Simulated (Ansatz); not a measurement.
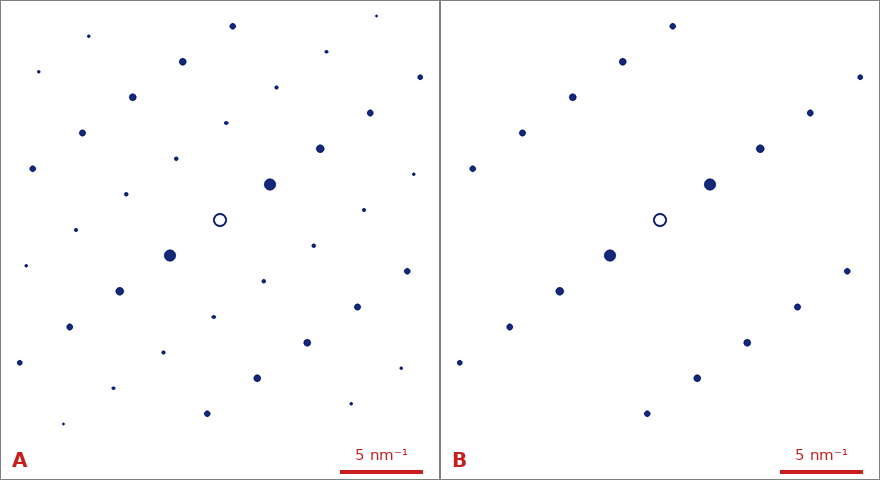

Two kinematic electron diffraction simulations (200 kV, B = 0.5 Å²) along [211] of HgSb, space group Pm-3m (No. 221), a = 3.750 Å. In one, Hg and Sb are ordered as in the structure; in the other they share their sites at random (average scattering factor, positions unchanged, diffuse scattering left out). Structure: the geometry relaxed with Ansatz, DFT PBE, scalar-relativistic, plane waves, PAW; the starting structure was generated, so it need not be a known form of this composition.

Q: Which pattern belongs to the ordered crystal, and which reflections tell?

A: A is ordered. It has superlattice reflections such as 1 -1 -1, 1 -2 0, 1 0 -2 (d = 2.17 Å for the first), whose structure factor is proportional to f(Hg) − f(Sb); they vanish when the two elements are mixed, because the mixed crystal has a smaller primitive cell, and only the fundamental reflections remain.
